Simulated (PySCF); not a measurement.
Input file:

```
{"job": {"kind": "uv", "xc": "CAM-B3LYP", "basis": "def2-SVPD", "nstates": 8, "ntriplets": 3}, "charge": 0, "multiplicity": 1}
Si     2.799935     0.496618    -0.202583
N      1.313240    -0.273861     0.174910
C      0.165795    -0.274156    -0.726456
C     -0.822787    -1.389232    -0.339692
N     -1.648696    -0.992912     0.782895
C     -2.242593     0.309404     0.476713
Si    -0.894126     1.308742    -0.463852
H      3.632575     0.242607     0.971428
H      2.504903     1.915402    -0.410089
H      3.468241    -0.014977    -1.412153
H      1.381018    -1.141381     0.688785
H      0.495243    -0.430418    -1.761539
H     -0.303058    -2.320506    -0.094755
H     -1.490487    -1.582772    -1.185475
H     -1.054228    -0.896426     1.602081
H     -2.603345     0.765889     1.396601
H     -3.116483     0.126268    -0.155145
H     -0.225961     2.283626     0.392047
H     -1.368990     1.877335    -1.726019
```

Command:

```sh
OMP_NUM_THREADS=1 python probes_run.py task.json out
```

Geometry: GFN2-xTB.

These are results of CAM-B3LYP/def2-SVPD, SCF density, gas phase (PySCF), not measurements.

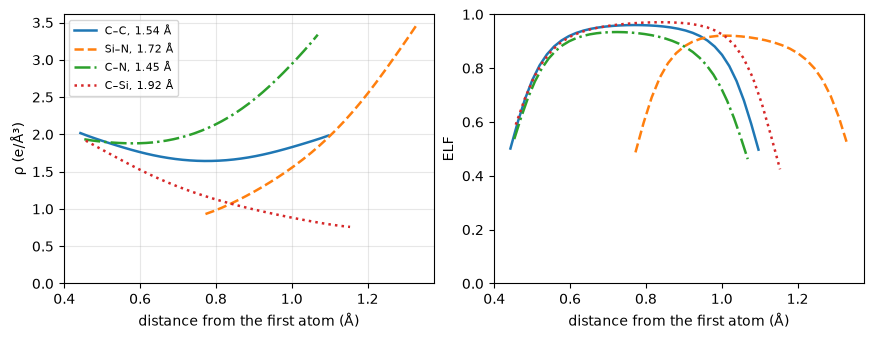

C₃H₁₂N₂Si₂ (SMILES [SiH3]N[C@H]1CNC[SiH2]1). Electron density and electron localisation function along straight lines between neighbouring atoms. The curves leave out the atomic cores.

**What kind of bonding do the profiles show?**

C–C (1.54 Å): the density is about 1.6 e/Å³ at the midpoint; the ELF peaks at about 0.95 between the atoms: a shared electron pair.
Si–N (1.72 Å): ρ is about 1.1 e/Å³ halfway; the ELF peaks at about 0.90 between the atoms, as expected for a polar covalent bond.
C–N (1.45 Å): the density is about 2 e/Å³ at the midpoint; the ELF peaks at about 0.95 between the atoms, as expected for a covalent bond.
C–Si (1.92 Å): the density is about 0.92 e/Å³ at the midpoint; the ELF peaks at about 1 between the atoms: localised, covalent bonding.
